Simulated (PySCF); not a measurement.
# wB97X-V/STO-6G run of HBS (hydrogen boron sulfide)

What is the vertical ionisation energy of HBS (hydrogen boron sulfide) at wB97X-V/STO-6G? Input form: a Python script.

The calculation is run with PySCF 2.14.0.

9 further runs of the same task are left out: 9 set aside as unsound or not needed.

### Step 1. Starting point

HBS: 3 atoms, total charge 0, spin state singlet. SMILES: `B=S`. The shape is that of a PBE0-D4/def2-TZVP optimisation.

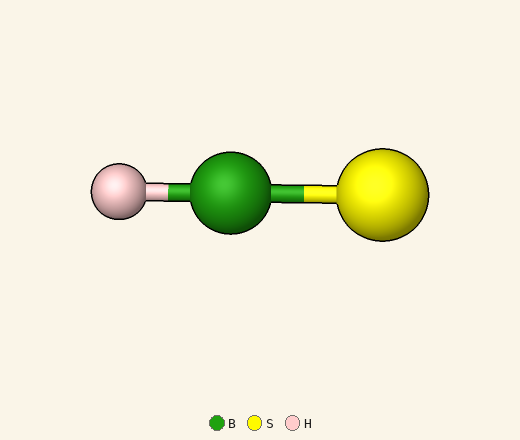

The structure, seen from a chosen angle (boron green, sulfur yellow, hydrogen pink).

### Step 2. The energy at wB97X-V/STO-6G

File run.py:

```python
from pyscf import gto, dft

molecule = gto.Mole()
molecule.atom = '''
B     -0.073057    -0.027514     0.254641
S      0.754322     0.278999    -2.632937
H     -0.681265    -0.251485     2.378277
'''
molecule.unit = 'bohr'
molecule.spin = 0
molecule.max_memory = 1860
molecule.verbose = 3
molecule.basis = 'sto-6g'
molecule.build()

ks = dft.RKS(molecule)
ks.xc = 'wb97x-v'
ks.grids.level = 5
ks.nlcgrids.level = 1
ks.conv_tol = 1e-10
ks.kernel()
if not ks.converged:
    ks = ks.newton().run(ks.mo_coeff, ks.mo_occ)

e_tot = ks.e_tot
print('Final energy', e_tot)
```

The run is started by

```
$ OMP_NUM_THREADS=1 python run.py
```

The program printed:

```text
converged SCF energy = -422.126971960562
Final energy -422.1269719605616
```

Run time: 9 s. Hardware: 1 thread of Arm Neoverse V1, shared host; peak memory 0.17 GiB.

### Step 3. The doublet cation, same level

File run.py:

```python
from pyscf import gto, dft

system = gto.Mole()
system.atom = 'B -0.038660 -0.014560 0.134750; S 0.399170 0.147640 -1.393290; H -0.360510 -0.133080 1.258530'
system.spin = 1
system.verbose = 3
system.charge = 1
system.max_memory = 1860
system.basis = 'sto-6g'
system.build()

calc0 = dft.UKS(system, xc='wb97x-v')
calc0.conv_tol = 1e-10
calc0.grids.level = 5
calc0.nlcgrids.level = 1
calc0.kernel()
if not calc0.converged:
    calc0 = calc0.newton().run(calc0.mo_coeff, calc0.mo_occ)

e_final = calc0.e_tot
print(f'total energy: {e_final:.8f} hartree')
```

The run is started by

```
$ OMP_NUM_THREADS=1 python run.py
```

The program printed:

```text
converged SCF energy = -421.789137047195  <S^2> = 0.75144425  2S+1 = 2.0014437
total energy: -421.78913705 hartree
```

Wall time 13 s (1 thread of Arm Neoverse V1, shared host); peak memory 0.18 GiB.

### Step 4. Results

At wB97X-V/STO-6G:

```
                                          quantity          value
                         singlet HBS: total energy  -422.12697 Eh
                        singlet HBS: dipole moment         0.44 D
                          singlet HBS: HOMO energy       -8.00 eV
                          singlet HBS: LUMO energy        5.54 eV
                        singlet HBS: HOMO–LUMO gap       13.54 eV
                      doublet cation: total energy  -421.78914 Eh
doublet cation: HOMO energy (highest over α and β)      -18.07 eV
 doublet cation: LUMO energy (lowest over α and β)      -10.36 eV
                              doublet cation: ⟨S²⟩          0.751
vertical ionisation energy (to the doublet cation)       9.193 eV
```

**Reading.** Removing an electron at fixed nuclei costs 9.19 eV (887 kJ/mol). The negative HOMO energy of the first species, 8.00 eV, lies 1.19 eV below that difference. In a minimal basis such a difference can be off by several eV, whatever the method. Mulliken charges (doublet cation) run from +0.11 on H3 to +0.59 on S2.
